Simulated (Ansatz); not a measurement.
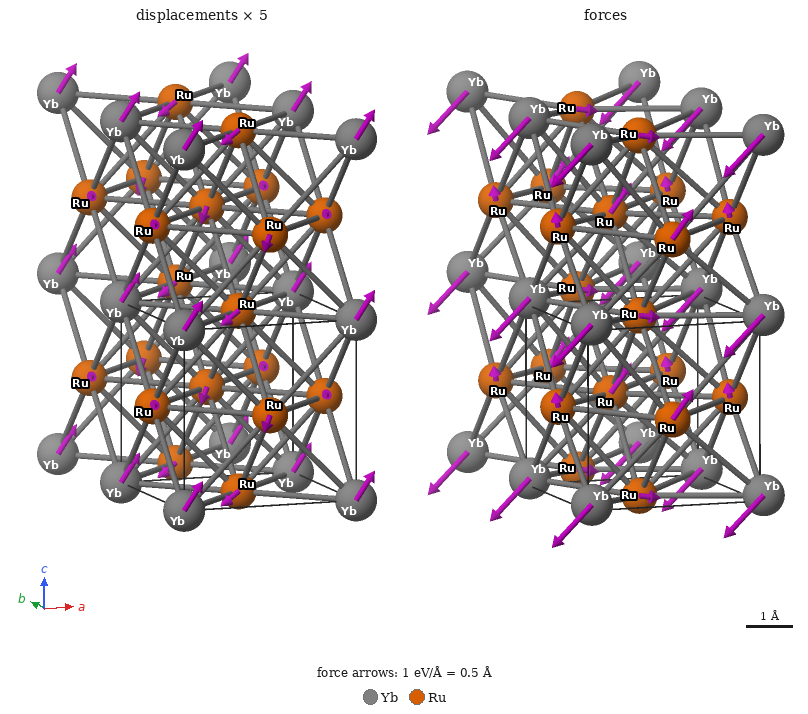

Left: a crystal of YbRu$_{3}$ (built on the AuCu3 type), with purple arrows for the displacements applied to it (without the part that the change of the cell carries along). Right: the displaced structure with the computed forces. Besides, the cell is strained by +2.7 % along [2 3 −2], −0.3 % along [3 −1 1], −0.9 % along [0 2 3] (volume +1.6 %). Style: ball-and-stick. Shown: the cell of the calculation, repeated 1 × 2 × 2 with one cell outlined, slightly off an axis.

Method: DFT PBE, scalar-relativistic, plane waves, PAW (Ansatz). (plane-wave cutoff 420 eV; k-point mesh 8 × 8 × 8; occupations gaussian; smearing width 0.05 eV; no spin polarisation)

Where do the forces point?

Atoms are displaced by up to 0.15 Å (root mean square over those that move 0.11 Å) relative to the cell: Yb 0.15 Å along [2 0 3]. No relaxation follows. Energy change: +83.7 meV per atom. The pressure goes from 0.1 to −0.1 GPa. The principal stresses (compression positive) are 1.9 GPa along [2 1 3], 1.1 GPa along [2 −3 −1], −3.4 GPa along [1 1 −1]. The largest force is 2.6 eV/Å, on the Yb atom, along [−1 0 −1]. The forces mostly point back along the displacements (cosine −0.85). Near-neighbour distances before and after: Ru–Yb 2.829 → 2.592 to 3.045 Å, Ru–Ru 2.829 → 2.678 to 2.959 Å. The space group (tolerance 0.01 Å) goes from Pm-3m (No. 221) to P1 (No. 1).

Limits of the set-up: 4f states are treated without a Hubbard U.
